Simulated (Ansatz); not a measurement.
YAlGe (space group Cmcm)

```yaml
crystal:
  lattice:
    - [2.01318, -5.15994, 0.00000]
    - [2.01318, 5.15994, 0.00000]
    - [0.00000, 0.00000, 5.72233]
  atoms:
    - { symbol: Y, position: [0.30923, 0.69077, 0.75000] }
    - { symbol: Y, position: [0.69077, 0.30923, 0.25000] }
    - { symbol: Al, position: [0.00000, 0.00000, 0.00000] }
    - { symbol: Al, position: [0.00000, 0.00000, 0.50000] }
    - { symbol: Ge, position: [0.39477, 0.60523, 0.25000] }
    - { symbol: Ge, position: [0.60523, 0.39477, 0.75000] }
```

Equation-of-state scan: isotropic scaling of the cell above, V₀ being its volume. The atoms relax within the cell's symmetry.

Calculation: PBEsol (plane waves to 420 eV, PAW, scalar-relativistic; Ansatz, an electronic-structure program). k mesh 12×12×8 (Γ-centred), Fermi-Dirac smearing 0.05 eV. Energies are smeared free energies. With the shape held, the modulus is that of even scaling; a crystal free to change shape is softer. YAlGe is run without spin polarisation. YAlGe was relaxed with its symmetry unable to fall. The zero of ΔE is the relaxed starting cell.

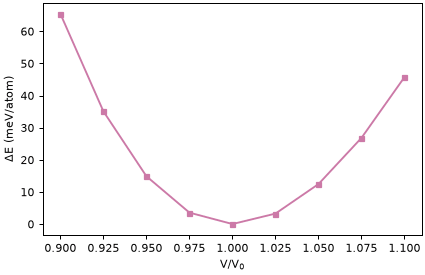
Figure. ΔE (meV/atom) against V/V₀; one marker a computed point.

Question: What is ΔE at V/V₀ = 0.900?

Answer: About 65 meV/atom.

Question: What is ΔE at V/V₀ = 1.100?

Answer: About 46 meV/atom.

Question: What bulk modulus at fixed cell shape B₀ follows from a third-order Birch-Murnaghan fit?

Answer: About 88 GPa.

(A scan under strain: stresses follow from slopes of the energy per volume, elastic moduli from its curvatures.)
